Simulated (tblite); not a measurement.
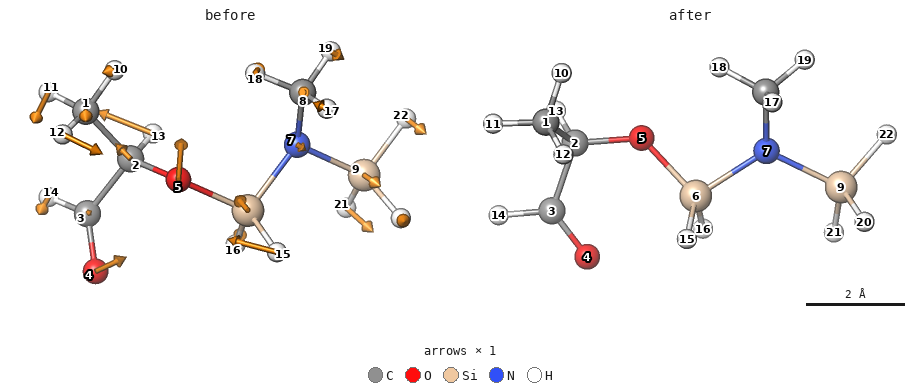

The structure of C$_{4}$H$_{13}$NO$_{2}$Si$_{2}$ before (left) and after (right) a relaxation, at one scale. The orange arrows give the displacements, at their true length.

Style: ball-and-stick. Shown at a tilt.

The calculation used GFN2-xTB geometry optimisation, gas phase in tblite. 

> What changed between the two?

The energy falls by 0.656 eV in 258 geometry steps. The atom that moves furthest after the best rigid fit is O5 (1.43 Å). Largest moves by element: O 1.43 Å, H 1.27 Å, Si 0.68 Å, C 0.52 Å, N 0.26 Å. Some distances before and after: O4–Si6 3.451 → 2.599 Å, C2–C3 1.551 → 1.504 Å, Si6–H16 1.493 → 1.455 Å, C2–O5 1.407 → 1.376 Å. Bond angles that change, for instance: Si6–N7–Si9 104.9° → 120.0°, C2–O5–Si6 120.3° → 128.7°, N7–Si6–H16 109.8° → 104.9°. Groups turn about O5–Si6 by about 100°, C2–O5 by about 95°. The run took 4.3 s on 1 thread of Arm Neoverse N1 (shared host).
